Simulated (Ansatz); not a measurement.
**Molecular dynamics of SnHSF**

The run: molecular dynamics of SnHSF. Method and program: RKS PBE-d4/def2-SVP (Ansatz 0.2.0).

The geometry comes from this level: PBE0-D4/def2-TZVP. Figures and captions count atoms from 1; the log counts them from 0 in places.

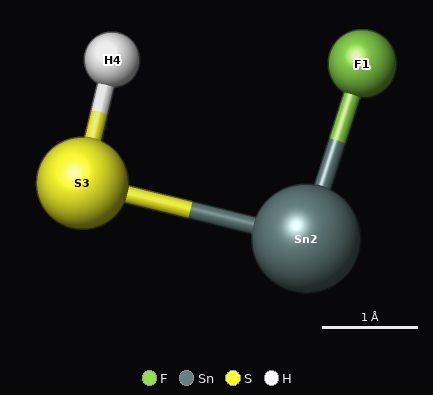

Figure 1. The starting structure (ball-and-stick view, seen on its broad side; atoms are numbered from 1 in the order of the input). Sticks mark near contacts.

## The input
```yaml
crystal:
  periodic: [false, false, false]
  atoms:
    - {symbol: F, position_ang: [-1.622826, -0.458031, 0.334766]}
    - {symbol: Sn, position_ang: [-0.523415, 1.102387, 0.725657]}
    - {symbol: S, position_ang: [1.440089, 0.206656, -0.381613]}
    - {symbol: H, position_ang: [0.761651, -0.911313, -0.699109]}
basis:
  gaussian: {orbitals: def2-SVP}
hamiltonian: {xc: {name: PBE}, dispersion: d4}
md: {timestep: 1 fs, n_steps: 20, ensemble: nvt_nose_hoover, temperature: 1500, initial_velocities: maxwell_boltzmann, seed: 981}
```

Machine: 4 threads of AMD EPYC, 54 GiB of memory available, shared host.

Run as:
```bash
ansatz run in.yaml --threads 4 --pin off --events-out ev --progress --plain --max-ram 10444MiB
```

## The program's output
```
Functional definition: PBE
  name "PBE"
  cite "Perdew, Burke & Ernzerhof, Phys. Rev. Lett. 77, 3865 (1996) doi:10.1103/PhysRevLett.77.3865"
  parent pbe
  parameter kappa = 0.804
  parameter beta = 0.06672455060314922
  exchange = pbe_x(kappa = kappa, mu = beta*pi^2/3)
  correlation = pbe_c(beta = beta)
702 factors; their error is unknown
mean field evaluation 1: about -19385.6194 eV, gradient 4.2e1 eV
mean field evaluation 2: about -19302.2676 eV, gradient 2.0e2 eV
mean field evaluation 4: about -19387.9798 eV, gradient 1.8e1 eV
mean field evaluation 8: about -19389.1330 eV, gradient 4.2e-2 eV
mean field evaluation 16: about -19389.1017 eV, gradient 2.0e-5 eV
mean field -19389.10170993 eV, -712.5363454346 hartree, gradient 2.0e-5 eV, S^2 0.000000; 0 other end points of the search recorded, 0 dependent functions left out
the calculation of the forces begins
reference -19389.10173845 eV, -712.5363464830 hartree; 24, 24 occupied and 39, 39 virtual orbitals, 702 factors
md step     0: t =     0.00 fs  T =  1500.0 K  F+E_penalty+E_count = -19389.19677440 eV  E_kin = 0.387780 eV  conserved = -19388.80899440 eV  (25 SCF iters)
these checks for a lower state are left out or cut short: starts, cluster_reference, orbital_swaps, neighbouring_geometries, increment
702 factors; their error is unknown
mean field -19389.08329750 eV, -712.5356687906 hartree, gradient 5.9e-5 eV, S^2 0.000000; 0 other end points of the search recorded, 0 dependent functions left out
[... from here on the field's lines of each further geometry are left out, up to the last ...]
md step     1: t =     1.00 fs  T =  1429.2 K  F+E_penalty+E_count = -19389.17825663 eV  E_kin = 0.369467 eV  conserved = -19388.80878974 eV  (24 SCF iters, 3 dispersion substeps)
md step     2: t =     2.00 fs  T =  1357.7 K  F+E_penalty+E_count = -19389.15996201 eV  E_kin = 0.350985 eV  conserved = -19388.80898169 eV  (24 SCF iters, 3 dispersion substeps)
md step     3: t =     3.00 fs  T =  1277.3 K  F+E_penalty+E_count = -19389.13946472 eV  E_kin = 0.330210 eV  conserved = -19388.80926935 eV  (24 SCF iters, 3 dispersion substeps)
md step     4: t =     4.00 fs  T =  1175.5 K  F+E_penalty+E_count = -19389.11314528 eV  E_kin = 0.303897 eV  conserved = -19388.80928130 eV  (24 SCF iters, 3 dispersion substeps)
md step     5: t =     5.00 fs  T =  1054.0 K  F+E_penalty+E_count = -19389.08139478 eV  E_kin = 0.272478 eV  conserved = -19388.80897907 eV  (24 SCF iters, 3 dispersion substeps)
md step     6: t =     6.00 fs  T =   931.2 K  F+E_penalty+E_count = -19389.04921446 eV  E_kin = 0.240726 eV  conserved = -19388.80859319 eV  (24 SCF iters, 3 dispersion substeps)
md step     7: t =     7.00 fs  T =   830.0 K  F+E_penalty+E_count = -19389.02278777 eV  E_kin = 0.214575 eV  conserved = -19388.80837082 eV  (24 SCF iters, 3 dispersion substeps)
md step     8: t =     8.00 fs  T =   763.7 K  F+E_penalty+E_count = -19389.00564019 eV  E_kin = 0.197436 eV  conserved = -19388.80843012 eV  (24 SCF iters, 3 dispersion substeps)
md step     9: t =     9.00 fs  T =   728.6 K  F+E_penalty+E_count = -19388.99677561 eV  E_kin = 0.188360 eV  conserved = -19388.80872283 eV  (24 SCF iters, 3 dispersion substeps)
md step    10: t =    10.00 fs  T =   707.5 K  F+E_penalty+E_count = -19388.99152808 eV  E_kin = 0.182895 eV  conserved = -19388.80903848 eV  (25 SCF iters, 3 dispersion substeps)
md step    11: t =    11.00 fs  T =   682.4 K  F+E_penalty+E_count = -19388.98497736 eV  E_kin = 0.176408 eV  conserved = -19388.80908921 eV  (25 SCF iters, 3 dispersion substeps)
md step    12: t =    12.00 fs  T =   650.8 K  F+E_penalty+E_count = -19388.97634601 eV  E_kin = 0.168238 eV  conserved = -19388.80875624 eV  (25 SCF iters, 3 dispersion substeps)
md step    13: t =    13.00 fs  T =   630.6 K  F+E_penalty+E_count = -19388.97056128 eV  E_kin = 0.163019 eV  conserved = -19388.80833230 eV  (25 SCF iters, 3 dispersion substeps)
md step    14: t =    14.00 fs  T =   643.8 K  F+E_penalty+E_count = -19388.97378290 eV  E_kin = 0.166434 eV  conserved = -19388.80829984 eV  (25 SCF iters, 3 dispersion substeps)
md step    15: t =    15.00 fs  T =   691.9 K  F+E_penalty+E_count = -19388.98645383 eV  E_kin = 0.178871 eV  conserved = -19388.80872220 eV  (25 SCF iters, 3 dispersion substeps)
md step    16: t =    16.00 fs  T =   752.6 K  F+E_penalty+E_count = -19389.00234934 eV  E_kin = 0.194558 eV  conserved = -19388.80915476 eV  (25 SCF iters, 3 dispersion substeps)
md step    17: t =    17.00 fs  T =   801.8 K  F+E_penalty+E_count = -19389.01487022 eV  E_kin = 0.207269 eV  conserved = -19388.80922656 eV  (25 SCF iters, 3 dispersion substeps)
md step    18: t =    18.00 fs  T =   833.8 K  F+E_penalty+E_count = -19389.02262558 eV  E_kin = 0.215565 eV  conserved = -19388.80898145 eV  (25 SCF iters, 3 dispersion substeps)
md step    19: t =    19.00 fs  T =   861.2 K  F+E_penalty+E_count = -19389.02909593 eV  E_kin = 0.222649 eV  conserved = -19388.80869378 eV  (25 SCF iters, 3 dispersion substeps)
the calculation of the forces begins
reference -19388.94669875 eV, -712.5306488789 hartree; 24, 24 occupied and 39, 39 virtual orbitals, 702 factors
702 factors; their error is unknown
mean field evaluation 128: about -19388.9467 eV, gradient 1.5e-2 eV
mean field -19388.94666868 eV, -712.5306477741 hartree, gradient 6.2e-5 eV, S^2 0.000000; 1 other end points of the search recorded, 0 dependent functions left out
the calculation of the forces begins
reference -19388.94669875 eV, -712.5306488789 hartree; 24, 24 occupied and 39, 39 virtual orbitals, 702 factors
md step    20: t =    20.00 fs  T =   899.7 K  F+E_penalty+E_count = -19389.03858354 eV  E_kin = 0.232592 eV  conserved = -19388.80859695 eV  (27 SCF iters, 3 dispersion substeps)
```

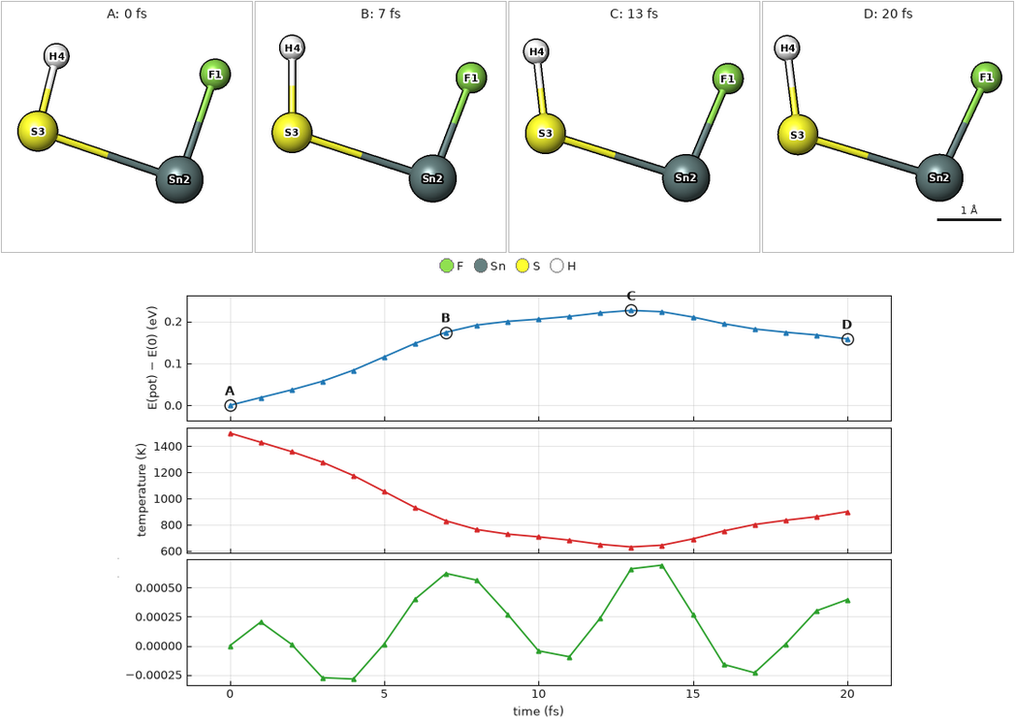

Figure 2. Frames of the molecular dynamics (ball-and-stick, seen at a tilt) above the curves, on which the letters mark them. The trajectory kept here has 21 frames over 20 fs. The temperature starts at 1500 K, ranges from 631 to 1500 K and averages 741 K over the second half. The potential energy ends 0.158 eV above its first value. The conserved quantity stays within 0.00098 eV. After an unweighted best fit of the last frame on the first, the root-mean-square displacement is 0.29 Å.

```
Total energy: -19389.03861360 eV, -712.5340266876 hartree
Atom 0 at    -1.770038    -0.390999     0.406329 Å, force    -0.308069    -0.494861    -0.062215 eV/Å
Atom 1 at    -0.512968     1.077238     0.711845 Å, force    -0.450973     0.641982     0.407695 eV/Å
Atom 2 at     1.469389     0.265710    -0.372917 Å, force     1.070023    -0.903797    -0.571591 eV/Å
Atom 3 at     1.374062    -1.091169    -0.697852 Å, force    -0.310981     0.756676     0.226111 eV/Å
Dipole moment:     0.064432     0.204713     0.144190 e Å
```

## Trajectory as extended XYZ (Å, eV, eV/Å), 21 frames, from step=0 to step=20
```
4
Properties=species:S:1:pos:R:3:forces:R:3 step=0 time_fs=0.0 energy=-19389.19677 temperature=1500.0
F    -1.6228   -0.4580    0.3348   -0.4815  -0.6947  -0.1768
Sn   -0.5234    1.1024    0.7257   -0.0138   0.9043   0.4481
S     1.4401    0.2067   -0.3816    0.7770   0.1891  -0.1717
H     0.7617   -0.9113   -0.6991   -0.2817  -0.3988  -0.0996
4
Properties=species:S:1:pos:R:3:forces:R:3 step=1 time_fs=1.0 energy=-19389.17826 temperature=1429.2
F    -1.6248   -0.4476    0.3398   -0.6271  -0.8826  -0.2135
Sn   -0.5231    1.0999    0.7245    0.0650   1.0856   0.5046
S     1.4386    0.2105   -0.3799    0.9042   0.2560  -0.1821
H     0.8132   -0.9315   -0.7070   -0.3421  -0.4590  -0.1090
4
Properties=species:S:1:pos:R:3:forces:R:3 step=2 time_fs=2.0 energy=-19389.15996 temperature=1357.7
F    -1.6271   -0.4377    0.3447   -0.7726  -1.0663  -0.2487
Sn   -0.5229    1.0974    0.7233    0.1468   1.2622   0.5586
S     1.4374    0.2143   -0.3782    0.9266   0.1376  -0.2445
H     0.8614   -0.9560   -0.7159   -0.3008  -0.3335  -0.0655
4
Properties=species:S:1:pos:R:3:forces:R:3 step=3 time_fs=3.0 energy=-19389.13947 temperature=1277.3
F    -1.6298   -0.4283    0.3496   -0.9138  -1.2410  -0.2813
Sn   -0.5226    1.0951    0.7222    0.2285   1.4303   0.6092
S     1.4365    0.2182   -0.3766    0.8881  -0.1293  -0.3484
H     0.9068   -0.9837   -0.7255   -0.2028  -0.0599   0.0206
4
Properties=species:S:1:pos:R:3:forces:R:3 step=4 time_fs=4.0 energy=-19389.11314 temperature=1175.5
F    -1.6329   -0.4195    0.3542   -1.0463  -1.4018  -0.3105
Sn   -0.5223    1.0929    0.7211    0.3067   1.5854   0.6552
S     1.4358    0.2221   -0.3751    0.8415  -0.4579  -0.4686
H     0.9503   -1.0120   -0.7349   -0.1020   0.2743   0.1239
4
Properties=species:S:1:pos:R:3:forces:R:3 step=5 time_fs=5.0 energy=-19389.08140 temperature=1054.0
F    -1.6366   -0.4115    0.3587   -1.1659  -1.5441  -0.3354
Sn   -0.5219    1.0908    0.7201    0.3782   1.7230   0.6955
S     1.4354    0.2259   -0.3738    0.8228  -0.7582  -0.5782
H     0.9927   -1.0377   -0.7430   -0.0350   0.5792   0.2181
4
Properties=species:S:1:pos:R:3:forces:R:3 step=6 time_fs=6.0 energy=-19389.04921 temperature=931.2
F    -1.6409   -0.4042    0.3631   -1.2687  -1.6633  -0.3551
Sn   -0.5215    1.0889    0.7191    0.4394   1.8385   0.7289
S     1.4353    0.2294   -0.3726    0.8451  -0.9668  -0.6581
H     1.0349   -1.0578   -0.7491   -0.0158   0.7916   0.2844
4
Properties=species:S:1:pos:R:3:forces:R:3 step=7 time_fs=7.0 energy=-19389.02279 temperature=830.0
F    -1.6458   -0.3978    0.3672   -1.3510  -1.7556  -0.3688
Sn   -0.5211    1.0871    0.7182    0.4870   1.9277   0.7542
S     1.4354    0.2326   -0.3716    0.9063  -1.0496  -0.6980
H     1.0768   -1.0704   -0.7525   -0.0423   0.8775   0.3126
4
Properties=species:S:1:pos:R:3:forces:R:3 step=8 time_fs=8.0 energy=-19389.00564 temperature=763.7
F    -1.6514   -0.3922    0.3712   -1.4098  -1.8177  -0.3759
Sn   -0.5207    1.0855    0.7174    0.5180   1.9870   0.7707
S     1.4358    0.2355   -0.3709    0.9969  -0.9920  -0.6939
H     1.1184   -1.0746   -0.7529   -0.1050   0.8226   0.2990
4
Properties=species:S:1:pos:R:3:forces:R:3 step=9 time_fs=9.0 energy=-19388.99678 temperature=728.6
F    -1.6577   -0.3876    0.3750   -1.4428  -1.8474  -0.3759
Sn   -0.5202    1.0840    0.7166    0.5298   2.0138   0.7779
S     1.4364    0.2381   -0.3703    1.1046  -0.7928  -0.6459
H     1.1590   -1.0708   -0.7504   -0.1916   0.6264   0.2439
4
Properties=species:S:1:pos:R:3:forces:R:3 step=10 time_fs=10.0 energy=-19388.99153 temperature=707.5
F    -1.6647   -0.3840    0.3786   -1.4485  -1.8435  -0.3688
Sn   -0.5197    1.0827    0.7159    0.5210   2.0069   0.7756
S     1.4374    0.2405   -0.3699    1.2154  -0.4690  -0.5597
H     1.1978   -1.0611   -0.7456   -0.2879   0.3056   0.1530
4
Properties=species:S:1:pos:R:3:forces:R:3 step=11 time_fs=11.0 energy=-19388.98498 temperature=682.4
F    -1.6725   -0.3812    0.3820   -1.4263  -1.8063  -0.3548
Sn   -0.5191    1.0815    0.7152    0.4908   1.9662   0.7640
S     1.4388    0.2427   -0.3697    1.3131  -0.0677  -0.4499
H     1.2338   -1.0485   -0.7393   -0.3775  -0.0922   0.0408
4
Properties=species:S:1:pos:R:3:forces:R:3 step=12 time_fs=12.0 energy=-19388.97635 temperature=650.8
F    -1.6810   -0.3794    0.3852   -1.3768  -1.7370  -0.3344
Sn   -0.5185    1.0805    0.7146    0.4394   1.8934   0.7437
S     1.4406    0.2449   -0.3697    1.3818   0.3223  -0.3427
H     1.2662   -1.0367   -0.7326   -0.4445  -0.4787  -0.0666
4
Properties=species:S:1:pos:R:3:forces:R:3 step=13 time_fs=13.0 energy=-19388.97056 temperature=630.6
F    -1.6903   -0.3784    0.3883   -1.3013  -1.6384  -0.3082
Sn   -0.5179    1.0797    0.7141    0.3679   1.7914   0.7157
S     1.4427    0.2472   -0.3697    1.4112   0.5853  -0.2708
H     1.2944   -1.0296   -0.7266   -0.4778  -0.7383  -0.1366
4
Properties=species:S:1:pos:R:3:forces:R:3 step=14 time_fs=14.0 energy=-19388.97378 temperature=643.8
F    -1.7001   -0.3783    0.3912   -1.2023  -1.5141  -0.2774
Sn   -0.5172    1.0790    0.7136    0.2783   1.6641   0.6811
S     1.4454    0.2497   -0.3698    1.4010   0.6287  -0.2585
H     1.3180   -1.0294   -0.7218   -0.4770  -0.7787  -0.1452
4
Properties=species:S:1:pos:R:3:forces:R:3 step=15 time_fs=15.0 energy=-19388.98645 temperature=691.9
F    -1.7106   -0.3790    0.3940   -1.0829  -1.3686  -0.2431
Sn   -0.5165    1.0784    0.7132    0.1733   1.5162   0.6413
S     1.4484    0.2524   -0.3700    1.3616   0.4402  -0.3064
H     1.3371   -1.0368   -0.7185   -0.4521  -0.5878  -0.0919
4
Properties=species:S:1:pos:R:3:forces:R:3 step=16 time_fs=16.0 energy=-19389.00235 temperature=752.6
F    -1.7217   -0.3803    0.3966   -0.9466  -1.2068  -0.2065
Sn   -0.5158    1.0780    0.7129    0.0567   1.3528   0.5976
S     1.4518    0.2552   -0.3703    1.3066   0.0956  -0.3908
H     1.3518   -1.0498   -0.7160   -0.4168  -0.2416  -0.0003
4
Properties=species:S:1:pos:R:3:forces:R:3 step=17 time_fs=17.0 energy=-19389.01487 temperature=801.8
F    -1.7332   -0.3823    0.3991   -0.7971  -1.0338  -0.1691
Sn   -0.5151    1.0777    0.7125   -0.0676   1.1790   0.5512
S     1.4557    0.2581   -0.3707    1.2462  -0.2902  -0.4792
H     1.3626   -1.0651   -0.7135   -0.3814   0.1450   0.0971
4
Properties=species:S:1:pos:R:3:forces:R:3 step=18 time_fs=18.0 energy=-19389.02263 temperature=833.8
F    -1.7452   -0.3848    0.4016   -0.6385  -0.8546  -0.1319
Sn   -0.5143    1.0775    0.7123   -0.1959   0.9997   0.5033
S     1.4599    0.2608   -0.3713    1.1855  -0.6192  -0.5462
H     1.3697   -1.0790   -0.7101   -0.3511   0.4741   0.1747
4
Properties=species:S:1:pos:R:3:forces:R:3 step=19 time_fs=19.0 energy=-19389.02910 temperature=861.2
F    -1.7575   -0.3877    0.4040   -0.4744  -0.6736  -0.0960
Sn   -0.5136    1.0773    0.7120   -0.3247   0.8194   0.4552
S     1.4645    0.2634   -0.3720    1.1264  -0.8325  -0.5783
H     1.3734   -1.0884   -0.7050   -0.3274   0.6867   0.2191
4
Properties=species:S:1:pos:R:3:forces:R:3 step=20 time_fs=20.0 energy=-19389.03858 temperature=899.7
F    -1.7700   -0.3910    0.4063   -0.3081  -0.4949  -0.0622
Sn   -0.5130    1.0772    0.7118   -0.4510   0.6420   0.4077
S     1.4694    0.2657   -0.3729    1.0700  -0.9038  -0.5716
H     1.3741   -1.0912   -0.6979   -0.3110   0.7567   0.2261
```

## Key numbers

```csv
quantity,value
outcome,finished
mean temperature over the second half,741 K
trajectory,"20 steps, 20 fs"
ensemble,nvt_nose_hoover
temperature in the input,1500 K
time step,1 fs
potential energy (last step),−19389.0386 eV
mean-field energy (last step),−19388.9467 eV
dispersion energy (last step),−0.0919 eV
SCF solution under orbital rotations (last step),stable
largest force (length of the vector) (last step),1.513 eV/Å
dipole moment (last step),1.24 D
wall time,4.3 s (CPU time 13 s)
peak memory,0.13 GiB
```

## Notes

So short a trajectory is not equilibrated. The temperature stays far from the 1500 K of the thermostat over the second half: the run isn't equilibrated.
